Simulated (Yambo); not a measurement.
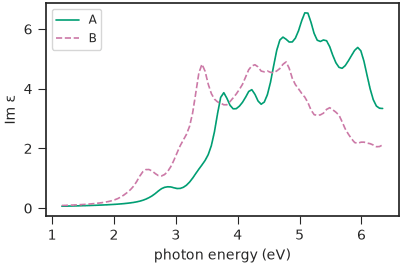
Figure: Two computed absorption spectra of HgO (space group P3_221, No. 154) (Yambo, PBEsol bands with the same scissor, field along x)

Axes are Cartesian, with cell vectors (Å) (3.65, 0.00, 0.00), (-1.83, 3.16, 0.00), (0.00, 0.00, 8.84).

Which curve includes the electron-hole attraction (BSE)?

Curve B: the attraction moves weight to lower energy (centre of the plotted range 4.4 eV against 4.9 eV). Settings: 6×6×2 mesh, 18 valence and 6 conduction bands, static screening with 158 bands and a 3 Ry block, scissor 1.07 eV, Tamm-Dancoff. The scissor comes from a G0W0 run whose convergence isn't established. Broadening 0.15 eV. The band window holds all transitions up to 6.4 eV. On this mesh the peak heights and the fine structure are mesh artefacts; only the shift of weight is robust.

Spin-orbit coupling is included.

Geometry relaxed with PBE+D3(BJ); primitive cell a = 3.654 Å, b = 3.654 Å, c = 8.835 Å, α = 90.00°, β = 90.00°, γ = 120.00°.

The structure is a Materials Project entry; no match was found in the copy of COD used, and its stability was not checked.
